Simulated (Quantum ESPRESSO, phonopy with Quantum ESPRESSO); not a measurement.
# NaF (Fm-3m): a volume series of phonon spectra, part 5 of 8

Wanted: mode Grüneisen parameters of NaF and a free-energy fit over volumes.

What experiment has found for this phase:
- volume expansion coefficient 95.1 1e-6/K and heat capacity C_P per formula unit 46.9 J/mol/K near room temperature (given in “High-Throughput Prediction of Finite-Temperature Properties using the Quasi-Harmonic Approximation”, 2016, arXiv:1603.06924)
- volume expansion coefficient 102.6 1e-6/K near room temperature (given in “Descriptors for thermal expansion in solids”, 2017, arXiv:1701.03966)

Quantum ESPRESSO 7.5; DFT PBEsol, scalar-relativistic, plane waves, GBRV ultrasoft pseudopotentials.

So far. Step 4 (Ground state at this cell): On a basis chosen for the relaxed cell the pressure is 0.001 GPa, small enough for phonons. Step 5 (Zone-centre response): The Born charges sum to zero within 0.0032 e; the rest is removed before use. Acoustic frequencies in this log differ from zero by the error of the sum rule, which ph.x does not impose. This version of ph.x has a suspected fault in its gradient-corrected response, so the tensors carry some doubt.

## (6) A displaced supercell

System of this step: NaF. The structure is orthorhombic, space group Imm2 (No. 44). Conventional cell: a = 6.569 Å, b = 9.290 Å, c = 6.569 Å, α = 90.00°, β = 90.00°, γ = 90.00°. Nearest to Na lie 6 F at 2.31 to 2.34 Å. Na has 6 F at 2.32 Å nearest. Nearest to Na lie 6 F at 2.32 Å. Nearest to F lie 6 Na at 2.32 Å. Farther neighbours and most contacts between anions are not listed.

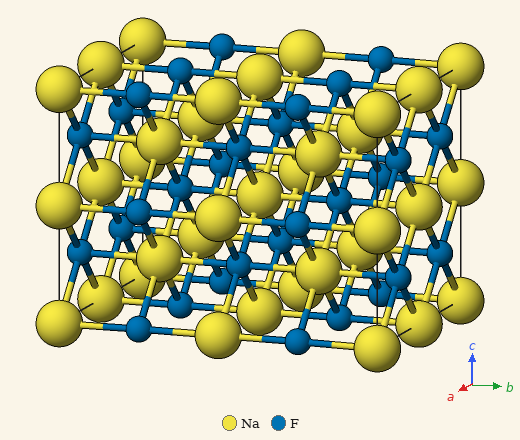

The cell of this step (sodium yellow, fluorine blue). Some periodic images of atoms are drawn too.

disp-00001.in

```
&CONTROL
  calculation = 'scf'
  prefix      = 'x'
  outdir      = './tmp'
  pseudo_dir  = './pseudo'
  tprnfor     = .true.
  disk_io     = 'none'
/
&SYSTEM
  ibrav       = 0
  nat         = 16
  ntyp        = 2
  ecutwfc     = 45.0
  ecutrho     = 270.0
  occupations = 'fixed'
  nbnd        = 66
/
&ELECTRONS
  conv_thr         = 1.0d-11
  mixing_beta      = 0.7
  electron_maxstep = 100
/
ATOMIC_SPECIES
 Na     22.9898  Na.upf
 F      18.9984  F.upf
CELL_PARAMETERS angstrom
     0.000000000    4.645209442    4.645209442
     4.645209442    0.000000000    4.645209442
     4.645209442    4.645209442    0.000000000
ATOMIC_POSITIONS crystal
 Na     0.003044456   0.000000000   0.000000000
 Na     0.500000000   0.000000000   0.000000000
 Na     0.000000000   0.500000000   0.000000000
 Na     0.500000000   0.500000000   0.000000000
 Na     0.000000000   0.000000000   0.500000000
 Na     0.500000000   0.000000000   0.500000000
 Na     0.000000000   0.500000000   0.500000000
 Na     0.500000000   0.500000000   0.500000000
 F      0.250000000   0.250000000   0.250000000
 F      0.750000000   0.250000000   0.250000000
 F      0.250000000   0.750000000   0.250000000
 F      0.750000000   0.750000000   0.250000000
 F      0.250000000   0.250000000   0.750000000
 F      0.750000000   0.250000000   0.750000000
 F      0.250000000   0.750000000   0.750000000
 F      0.750000000   0.750000000   0.750000000
K_POINTS automatic
 3 3 3 0 0 0
```

Launch:

```
> OMP_NUM_THREADS=1 mpirun -n 2 pw.x -nk 2 -in disp-00001.in > disp-00001.out
```

The program printed:

```text
[banner, memory and clock lines left out]
Program PWSCF v.7.5

     Message from routine setup:
     using ibrav=0 with symmetry is DISCOURAGED, use correct ibrav instead

     G-vector sticks info

     bravais-lattice index     =            0
     lattice parameter (alat)  =      12.4142  a.u.
     unit-cell volume          =    1352.8277 (a.u.)^3
     number of atoms/cell      =           16
     number of atomic types    =            2
     number of electrons       =       128.00
     number of Kohn-Sham states=           66
     kinetic-energy cutoff     =      45.0000  Ry
     charge density cutoff     =     270.0000  Ry
     scf convergence threshold =      1.0E-11
     mixing beta               =       0.7000
     number of iterations used =            8  plain     mixing
     Exchange-correlation= SLA  PW   PSX  PSC
                           (   1   4  10   8   0   0   0)

     celldm(1)=  12.414212  celldm(2)=   0.000000  celldm(3)=   0.000000
     celldm(4)=   0.000000  celldm(5)=   0.000000  celldm(6)=   0.000000

     crystal axes: (cart. coord. in units of alat)
               a(1) = (   0.000000   0.707107   0.707107 )
               a(2) = (   0.707107   0.000000   0.707107 )
               a(3) = (   0.707107   0.707107   0.000000 )

     reciprocal axes: (cart. coord. in units 2 pi/alat)
               b(1) = ( -0.707107  0.707107  0.707107 )
               b(2) = (  0.707107 -0.707107  0.707107 )
               b(3) = (  0.707107  0.707107 -0.707107 )

     PseudoPot. # 1 for Na read from file:
     ./pseudo/Na.upf
     Pseudo is Ultrasoft, Zval =  9.0
     Using radial grid of  819 points,  5 beta functions with:
                l(1) =   0
                l(2) =   0
                l(3) =   1
                l(4) =   1
                l(5) =   2
     Q(r) pseudized with  8 coefficients,  rinner =    1.250   1.250   1.250
                                                       1.250   1.250

     PseudoPot. # 2 for F  read from file:
     ./pseudo/F.upf
     Pseudo is Ultrasoft, Zval =  7.0
     Using radial grid of  799 points,  4 beta functions with:
                l(1) =   0
                l(2) =   0
                l(3) =   1
                l(4) =   1
     Q(r) pseudized with  8 coefficients,  rinner =    0.950   0.950   0.950

     atomic species   valence    mass     pseudopotential
     Na                9.00    22.98980     Na( 1.00)
     F                 7.00    18.99840     F ( 1.00)

      4 Sym. Ops. (no inversion) found

   Cartesian axes

     site n.     atom                  positions (alat units)
         1        Na     tau(   1) = (   0.0000000   0.0021528   0.0021528  )
         2        Na     tau(   2) = (   0.0000000   0.3535534   0.3535534  )
         3        Na     tau(   3) = (   0.3535534   0.0000000   0.3535534  )
         4        Na     tau(   4) = (   0.3535534   0.3535534   0.7071068  )
         5        Na     tau(   5) = (   0.3535534   0.3535534   0.0000000  )
         6        Na     tau(   6) = (   0.3535534   0.7071068   0.3535534  )
         7        Na     tau(   7) = (   0.7071068   0.3535534   0.3535534  )
         8        Na     tau(   8) = (   0.7071068   0.7071068   0.7071068  )
         9        F      tau(   9) = (   0.3535534   0.3535534   0.3535534  )
        10        F      tau(  10) = (   0.3535534   0.7071068   0.7071068  )
        11        F      tau(  11) = (   0.7071068   0.3535534   0.7071068  )
        12        F      tau(  12) = (   0.7071068   0.7071068   1.0606602  )
        13        F      tau(  13) = (   0.7071068   0.7071068   0.3535534  )
        14        F      tau(  14) = (   0.7071068   1.0606602   0.7071068  )
        15        F      tau(  15) = (   1.0606602   0.7071068   0.7071068  )
        16        F      tau(  16) = (   1.0606602   1.0606602   1.0606602  )

     number of k points=     8
                       cart. coord. in units 2pi/alat
        k(    1) = (   0.0000000   0.0000000   0.0000000), wk =   0.0740741
        k(    2) = (   0.2357023   0.2357023  -0.2357023), wk =   0.2962963
        k(    3) = (   0.4714045   0.0000000  -0.0000000), wk =   0.1481481
        k(    4) = (  -0.0000000  -0.4714045   0.4714045), wk =   0.1481481
        k(    5) = (   0.2357023   0.2357023   0.2357023), wk =   0.2962963
        k(    6) = (   0.0000000   0.4714045  -0.0000000), wk =   0.2962963
        k(    7) = (  -0.4714045   0.0000000  -0.4714045), wk =   0.5925926
        k(    8) = (   0.0000000   0.4714045   0.4714045), wk =   0.1481481

     Dense  grid:   101549 G-vectors     FFT dimensions: (  72,  72,  72)

     Smooth grid:    55345 G-vectors     FFT dimensions: (  54,  54,  54)

     Initial potential from superposition of free atoms

     starting charge     127.9486, renormalised to     128.0000
     Starting wfcs are   72 randomized atomic wfcs

     per-process dynamical memory:   119.5 Mb

     Self-consistent Calculation

     iteration #  1     ecut=    45.00 Ry     beta= 0.70
     Davidson diagonalization with overlap
     ethr =  1.00E-02,  avg # of iterations =  2.0

     total energy              =   -1150.53767884 Ry
     estimated scf accuracy    <       1.69374503 Ry

     iteration #  2     ecut=    45.00 Ry     beta= 0.70
     Davidson diagonalization with overlap
     ethr =  1.32E-03,  avg # of iterations =  3.0

     total energy              =   -1150.95948393 Ry
     estimated scf accuracy    <       1.93196048 Ry

     iteration #  3     ecut=    45.00 Ry     beta= 0.70
     Davidson diagonalization with overlap
     ethr =  1.32E-03,  avg # of iterations =  2.0

     total energy              =   -1151.32161500 Ry
     estimated scf accuracy    <       0.00759012 Ry

     iteration #  4     ecut=    45.00 Ry     beta= 0.70
     Davidson diagonalization with overlap
     ethr =  5.93E-06,  avg # of iterations =  3.4

     total energy              =   -1151.32379657 Ry
     estimated scf accuracy    <       0.00317575 Ry

     iteration #  5     ecut=    45.00 Ry     beta= 0.70
     Davidson diagonalization with overlap
     ethr =  2.48E-06,  avg # of iterations =  3.0

     total energy              =   -1151.32396450 Ry
     estimated scf accuracy    <       0.00037100 Ry

     iteration #  6     ecut=    45.00 Ry     beta= 0.70
     Davidson diagonalization with overlap
     ethr =  2.90E-07,  avg # of iterations =  2.0

     total energy              =   -1151.32402490 Ry
     estimated scf accuracy    <       0.00001407 Ry

     iteration #  7     ecut=    45.00 Ry     beta= 0.70
     Davidson diagonalization with overlap
     ethr =  1.10E-08,  avg # of iterations =  3.0

     total energy              =   -1151.32402730 Ry
     estimated scf accuracy    <       0.00005173 Ry

     iteration #  8     ecut=    45.00 Ry     beta= 0.70
     Davidson diagonalization with overlap
     ethr =  1.10E-08,  avg # of iterations =  2.0

     total energy              =   -1151.32403116 Ry
     estimated scf accuracy    <       0.00000368 Ry

     iteration #  9     ecut=    45.00 Ry     beta= 0.70
     Davidson diagonalization with overlap
     ethr =  2.88E-09,  avg # of iterations =  2.0

     total energy              =   -1151.32403180 Ry
     estimated scf accuracy    <       0.00000004 Ry

     iteration # 10     ecut=    45.00 Ry     beta= 0.70
     Davidson diagonalization with overlap
     ethr =  3.04E-11,  avg # of iterations =  3.0

     total energy              =   -1151.32403183 Ry
     estimated scf accuracy    <       0.00000004 Ry

     iteration # 11     ecut=    45.00 Ry     beta= 0.70
     Davidson diagonalization with overlap
     ethr =  3.04E-11,  avg # of iterations =  2.0

     total energy              =   -1151.32403183 Ry
     estimated scf accuracy    <          1.5E-09 Ry

     iteration # 12     ecut=    45.00 Ry     beta= 0.70
     Davidson diagonalization with overlap
     ethr =  1.20E-12,  avg # of iterations =  2.6

     total energy              =   -1151.32403183 Ry
     estimated scf accuracy    <          7.8E-11 Ry

     iteration # 13     ecut=    45.00 Ry     beta= 0.70
     Davidson diagonalization with overlap
     ethr =  1.00E-13,  avg # of iterations =  2.0

     total energy              =   -1151.32403183 Ry
     estimated scf accuracy    <          2.0E-11 Ry

     iteration # 14     ecut=    45.00 Ry     beta= 0.70
     Davidson diagonalization with overlap
     ethr =  1.00E-13,  avg # of iterations =  1.0

     End of self-consistent calculation

          k = 0.0000 0.0000 0.0000 (  6855 PWs)   bands (ev):

   -46.1530 -46.1398 -46.1397 -46.1397 -46.1397 -46.1357 -46.1357 -46.1357
   -19.0389 -19.0389 -19.0385 -19.0384 -18.3925 -18.3344 -18.3343 -18.3343
   -18.2477 -18.2473 -18.2471 -18.2471 -18.2471 -18.2471 -18.2076 -18.2068
   -18.2064 -18.2064 -18.2064 -18.2064 -18.2064 -18.2063 -18.1947 -18.1944
   -18.1942 -18.1471 -18.1459 -18.1443 -17.4148 -17.4147 -17.4146 -17.4145
    -0.9538  -0.9535  -0.9534  -0.9534  -0.6444  -0.6442  -0.6439   0.2401
     0.2403   0.2407   0.2410   0.2414   0.2415   0.3915   0.3919   0.3919
     0.3919   0.3923   0.3925   0.3929   0.3931   0.6523   0.6524   0.6528
     6.7701  11.2142

          k = 0.2357 0.2357-0.2357 (  6892 PWs)   bands (ev):

   -46.1497 -46.1430 -46.1388 -46.1388 -46.1387 -46.1368 -46.1367 -46.1367
   -18.9471 -18.9276 -18.9271 -18.9267 -18.6889 -18.6271 -18.6270 -18.6268
   -18.2799 -18.2790 -18.2781 -18.2370 -18.2369 -18.2369 -18.2315 -18.2312
   -18.2307 -18.2166 -18.2166 -18.2166 -18.2033 -18.2033 -18.1973 -18.1973
   -17.8647 -17.8061 -17.8055 -17.8050 -17.5402 -17.5195 -17.5193 -17.5190
    -0.7570  -0.7569  -0.7567  -0.6229  -0.5616  -0.5612  -0.5607   0.0814
     0.0818   0.0829   0.1555   0.1978   0.1991   0.2030   0.2774   0.2775
     0.2779   0.3528   0.3534   0.3537   0.4560   0.4564   0.5859   0.5862
     7.6982   9.6732

          k = 0.4714 0.0000-0.0000 (  6915 PWs)   bands (ev):

[...]
7.9830  10.6180

          k =-0.0000-0.4714 0.4714 (  6895 PWs)   bands (ev):

[...]
8.9449   9.5905

          k = 0.2357 0.2357 0.2357 (  6892 PWs)   bands (ev):

[...]
7.6982   9.6732

          k = 0.0000 0.4714-0.0000 (  6915 PWs)   bands (ev):

[...]
7.9829  10.6179

          k =-0.4714 0.0000-0.4714 (  6895 PWs)   bands (ev):

[...]
8.9449   9.5904

          k = 0.0000 0.4714 0.4714 (  6895 PWs)   bands (ev):

   -46.1453 -46.1431 -46.1431 -46.1388 -46.1388 -46.1367 -46.1366 -46.1366
   -18.8348 -18.8223 -18.8172 -18.8035 -18.7972 -18.7767 -18.7740 -18.7709
   -18.2925 -18.2696 -18.2695 -18.2532 -18.2531 -18.2457 -18.2457 -18.2273
   -18.2272 -18.2234 -18.2224 -18.2169 -18.2169 -18.2158 -18.2158 -18.1969
   -17.6758 -17.6661 -17.6646 -17.6454 -17.6438 -17.6299 -17.6299 -17.6278
    -0.5401  -0.5349  -0.4959  -0.4907  -0.4155  -0.4148  -0.3858  -0.2702
    -0.2621  -0.0897  -0.0892   0.1171   0.1188   0.2330   0.2348   0.3053
     0.3114   0.3117   0.3787   0.3825   0.3953   0.4237   0.4243   0.5143
     8.9449   9.5905

     highest occupied, lowest unoccupied level (ev):     0.6528    6.7701

!    total energy              =   -1151.32403183 Ry
     estimated scf accuracy    <          2.0E-12 Ry

     The total energy is the sum of the following terms:
     one-electron contribution =    -696.08427829 Ry
     hartree contribution      =     400.72295954 Ry
     xc contribution           =    -187.63853000 Ry
     ewald contribution        =    -668.32418308 Ry

     convergence has been achieved in  14 iterations

     Forces acting on atoms (cartesian axes, Ry/au):

     atom    1 type  1   force =    -0.00000000   -0.00212815   -0.00212815
     atom    2 type  1   force =     0.00000000    0.00066277    0.00066277
     atom    3 type  1   force =     0.00044235   -0.00008571    0.00022029
     atom    4 type  1   force =    -0.00044235    0.00022029   -0.00008571
     atom    5 type  1   force =     0.00044235    0.00022029   -0.00008571
     atom    6 type  1   force =    -0.00044235   -0.00008571    0.00022029
     atom    7 type  1   force =     0.00000000   -0.00022204   -0.00022204
     atom    8 type  1   force =    -0.00000000    0.00017953    0.00017953
     atom    9 type  2   force =    -0.00000229   -0.00006733   -0.00006733
     atom   10 type  2   force =    -0.00000263    0.00013718    0.00013718
     atom   11 type  2   force =     0.00000000    0.00044335    0.00013623
     atom   12 type  2   force =     0.00000000    0.00013771    0.00038175
     atom   13 type  2   force =     0.00000000    0.00013623    0.00044335
     atom   14 type  2   force =    -0.00000000    0.00038175    0.00013771
     atom   15 type  2   force =     0.00000263    0.00013718    0.00013718
     atom   16 type  2   force =     0.00000229   -0.00006733   -0.00006733

     Total force =     0.003458     Total SCF correction =     0.000000
     Message from routine punch:
     Nothing written, as per user request (disk_io='none')
```

Wall time 98 s (2 MPI ranks of AMD EPYC 7571, shared host).

Numbers from this step:

```yaml
gap_on_the_k_mesh: 6.117 eV
```

Force by atom:

```
atom  x (eV/Å)  y (eV/Å)  z (eV/Å)    size
 Na1    0.0000   -0.0547   -0.0547  0.0774
 Na2    0.0000    0.0170    0.0170  0.0241
 Na3    0.0114   -0.0022    0.0057  0.0129
 Na4   -0.0114    0.0057   -0.0022  0.0129
 Na5    0.0114    0.0057   -0.0022  0.0129
 Na6   -0.0114   -0.0022    0.0057  0.0129
 Na7    0.0000   -0.0057   -0.0057  0.0081
 Na8    0.0000    0.0046    0.0046  0.0065
  F9   -0.0001   -0.0017   -0.0017  0.0024
 F10   -0.0001    0.0035    0.0035  0.0050
 F11    0.0000    0.0114    0.0035  0.0119
 F12    0.0000    0.0035    0.0098  0.0104
 F13    0.0000    0.0035    0.0114  0.0119
 F14    0.0000    0.0098    0.0035  0.0104
 F15    0.0001    0.0035    0.0035  0.0050
 F16    0.0001   -0.0017   -0.0017  0.0024
```

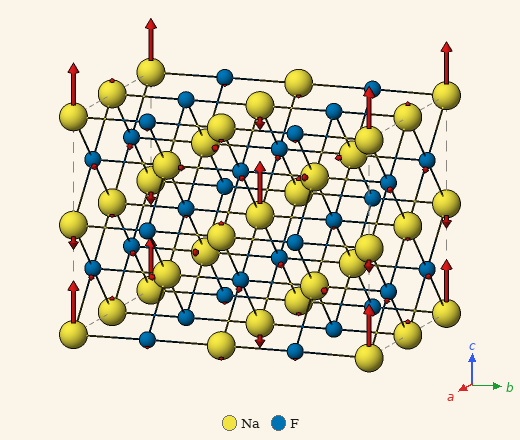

Force as arrows, the longest 0.0774 eV/Å. Some periodic images of atoms are drawn too.

At this level the gap is 6.12 eV on the k-mesh of the self-consistent run, which can miss the band edges.

## (7) Forces on a displaced cell

One atom (for the harmonic constants) or a pair of atoms (for the cubic ones) is moved by a few hundredths of an ångström; the forces on all atoms give a column of force constants. The threshold is tight because the forces are small.

disp-00002.in, as its differences from disp-00001.in of step 6:

```diff
@@ -30,3 +30,3 @@
 ATOMIC_POSITIONS crystal
- Na     0.003044456   0.000000000   0.000000000
+ Na     0.000000000   0.000000000   0.000000000
  Na     0.500000000   0.000000000   0.000000000
@@ -38,3 +38,3 @@
  Na     0.500000000   0.500000000   0.500000000
- F      0.250000000   0.250000000   0.250000000
+ F      0.253044456   0.250000000   0.250000000
  F      0.750000000   0.250000000   0.250000000
```

Launch:

```
> OMP_NUM_THREADS=1 mpirun -n 2 pw.x -nk 2 -in disp-00002.in > disp-00002.out
```

The program printed:

```text
[banner, memory and clock lines left out]
Program PWSCF v.7.5

     Message from routine setup:
     using ibrav=0 with symmetry is DISCOURAGED, use correct ibrav instead

     G-vector sticks info

     bravais-lattice index     =            0
     lattice parameter (alat)  =      12.4142  a.u.
     unit-cell volume          =    1352.8277 (a.u.)^3
     number of atoms/cell      =           16
     number of atomic types    =            2
     number of electrons       =       128.00
[...]
atom    1 type  1   force =     0.00000257   -0.00006732   -0.00006732
     atom    2 type  1   force =     0.00000142    0.00013718    0.00013718
     atom    3 type  1   force =     0.00000000    0.00038157    0.00013783
[...]
atom   15 type  2   force =     0.00000000   -0.00011391   -0.00011391
     atom   16 type  2   force =    -0.00000000    0.00009205    0.00009205

     Total force =     0.003268     Total SCF correction =     0.000000
     Message from routine punch:
     Nothing written, as per user request (disk_io='none')
[key lines of the parts left out:]
!    total energy              =   -1151.32403363 Ry
convergence has been achieved in  13 iterations
```

Wall time 1.7 min (2 MPI ranks).

## (8) Phonons, V/V0 1

This step: DFT PBEsol, scalar-relativistic, plane waves, GBRV ultrasoft pseudopotentials (phonopy with Quantum ESPRESSO 4.10.0 / 7.5).

It took 1.7 min on 4 threads; 6.6 min of CPU time.

This step gave:

| Quantity | Value |
| --- | --- |
| point group | m-3m |
| highest frequency | 401.7 cm⁻¹ |
| Debye temperature from the second moment | 423 K |
| lowest frequency on the path | 0 cm⁻¹ |
| zero-point energy | 0.0814 eV/cell |
| Γ frequencies | 0, 0, 0, 242.6, 242.6, 242.6 cm⁻¹ (negative: imaginary) |

Phonopy, LO-TO term from ph.x's tensors. Phonon branches along the path, in cm⁻¹:

| point | branch 1 | branch 2 | branch 3 | branch 4 | branch 5 | branch 6 |
| --- | --- | --- | --- | --- | --- | --- |
| Γ | 0 | 0 | 0 | 243 | 243 | 402 |
| X | 140 | 140 | 252 | 257 | 257 | 281 |
| U | 152 | 210 | 227 | 238 | 260 | 272 |
| jump to K | 152 | 210 | 227 | 238 | 260 | 272 |
| Γ | 0 | 0 | 0 | 243 | 243 | 402 |
| L | 175 | 175 | 196 | 196 | 296 | 302 |
| W | 204 | 204 | 204 | 223 | 268 | 268 |
| X | 140 | 140 | 252 | 257 | 257 | 281 |

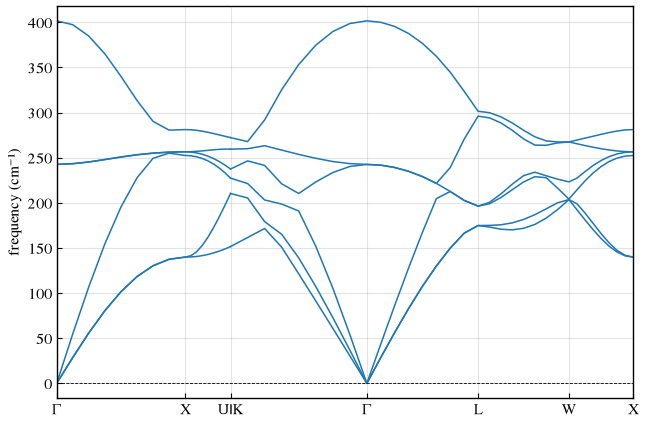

Phonon branches along the path.

Harmonic. Thermo, by row:

| T (K) | F_vib (meV/atom) | S (J/mol-atom/K) | C_V (J/mol-atom/K) |
| --- | --- | --- | --- |
| 0 | 40.7 | 0 | 0 |
| 50 | 40.58 | 1.006 | 3.124 |
| 100 | 38.9 | 5.959 | 11.95 |
| 150 | 34.25 | 11.95 | 17.39 |
| 200 | 26.61 | 17.38 | 20.2 |
| 250 | 16.36 | 22.07 | 21.73 |
| 300 | 3.85 | 26.12 | 22.64 |
| 350 | -10.62 | 29.66 | 23.22 |
| 400 | -26.82 | 32.78 | 23.61 |
| 450 | -44.55 | 35.58 | 23.88 |
| 500 | -63.65 | 38.11 | 24.07 |
| 550 | -84 | 40.41 | 24.22 |
| 600 | -105.5 | 42.52 | 24.33 |
| 650 | -128 | 44.47 | 24.42 |
| 700 | -151.6 | 46.28 | 24.49 |
| 750 | -176 | 47.98 | 24.55 |
| 800 | -201.3 | 49.56 | 24.6 |
| 850 | -227.3 | 51.05 | 24.64 |
| 900 | -254.2 | 52.46 | 24.67 |
| 950 | -281.7 | 53.8 | 24.7 |
| 1000 | -309.9 | 55.07 | 24.72 |

The modes has structure finer than the step of the table below, so its rows give means over 20 cm⁻¹, whole bins alone (the curve runs from -10 to 423 cm⁻¹). Peaks (cm⁻¹: height): F 153.3: 0.00991, 248.6: 0.0270; Na 169.6: 0.0245, 248.6: 0.0276.

Phonopy on the run's constants, 21x21x21 mesh, Gaussian sigma 3.1 cm⁻¹. The modes by wavenumber; means over each step; values in 1/cm⁻¹/cell:

```csv
wavenumber (cm⁻¹),F,Na
0,8.2e-6,8.2e-6
20,8.5e-5,1.0e-4
40,3.4e-4,4.2e-4
60,8.3e-4,0.00101
80,0.00152,0.00190
100,0.00267,0.00346
120,0.00449,0.00614
140,0.00811,0.0124
160,0.00923,0.0191
180,0.00622,0.0187
200,0.0158,0.0111
220,0.0213,0.0146
240,0.0245,0.0227
260,0.0229,0.0208
280,0.0138,0.00502
300,0.00615,0.00334
320,0.00419,0.00301
340,0.00320,0.00252
360,0.00247,0.00201
380,0.00169,0.00140
400,4.9e-4,4.0e-4
```

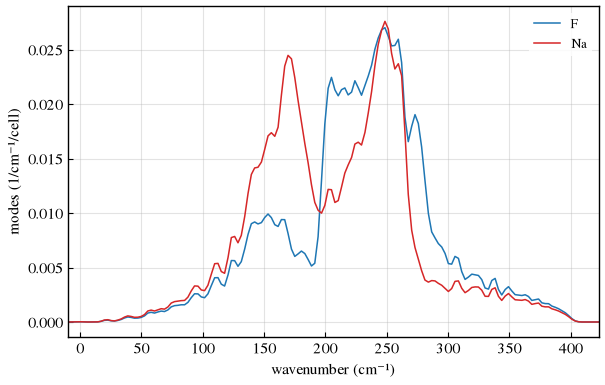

Modes against wavenumber.

No LO-TO term. The modes at Γ (shares of kinetic energy by element, %):

```csv
mode,frequency (cm⁻¹),symmetry,Na %,F %
1,0.0,T1u,55,45
2,0.0,T1u,55,45
3,0.0,T1u,55,45
4,242.6,T1u,45,55
5,242.6,T1u,45,55
6,242.6,T1u,45,55
```

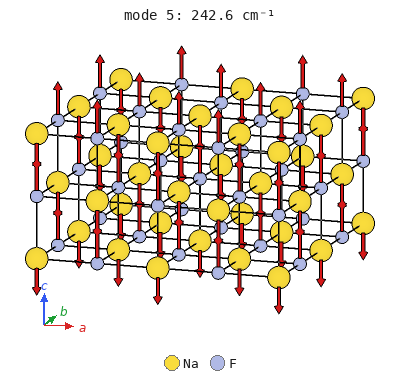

Displacement patterns of mode 5 at Γ; arrows are exaggerated. 2×2×1 conventional cells are drawn. Some periodic images of atoms are drawn too.

No mode is imaginary beyond numerical noise along the path.

The time given is that of the 2 pw.x runs on displaced cells behind this step.

(Continued in part 6 of 8.)

[Logs are printed without paths, hosts, clocks, repeated set-up lines and the standing remarks that a program may print on its own settings, such as how far it seeks lower states.]

[Hosts, paths, dates, database ids (printed as entryN), source tags and the programs' standing remarks are cut or masked in the printed files.]

[A step with changed settings may run another functional than the one named; its input shows which.]

[Of the runs on displaced cells, only some may be shown.]
